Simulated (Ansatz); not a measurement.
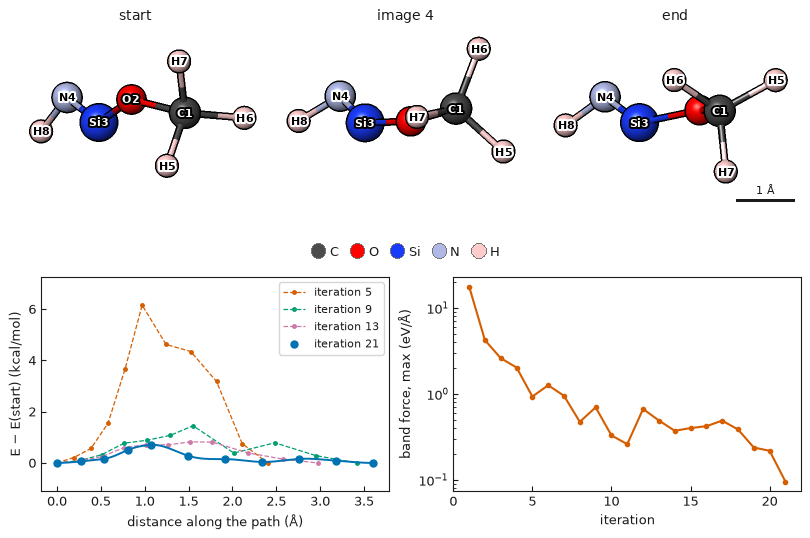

A search for the minimum-energy path of CH4NOSi (charge +1) by the nudged elastic band. Images are numbered from 0 (start) to 10 (end). The plot follows the band through its iterations. Style: ball-and-stick. Shown from a free direction.

The calculation used RKS PBE/def2-SVP in Ansatz 0.2.0. Set-up: 9 movable images; climbing image; force threshold 0.2 eV/Å; iteration limit 60; starting path through a guess of the saddle point.

### How did the profile develop, and is the result final?

The run is converged, with reservations. The band converged in 21 iterations. The largest component of the band force went from 18 to 0.096 eV/Å. The climbing image converged on the top of the path. Its curvatures weren't checked. The force threshold is loose. The first iteration put the highest image at 82.34 kcal/mol. The barrier is about 0.70 kcal/mol in both directions, with image 4 at the top; the ends have the same energy.
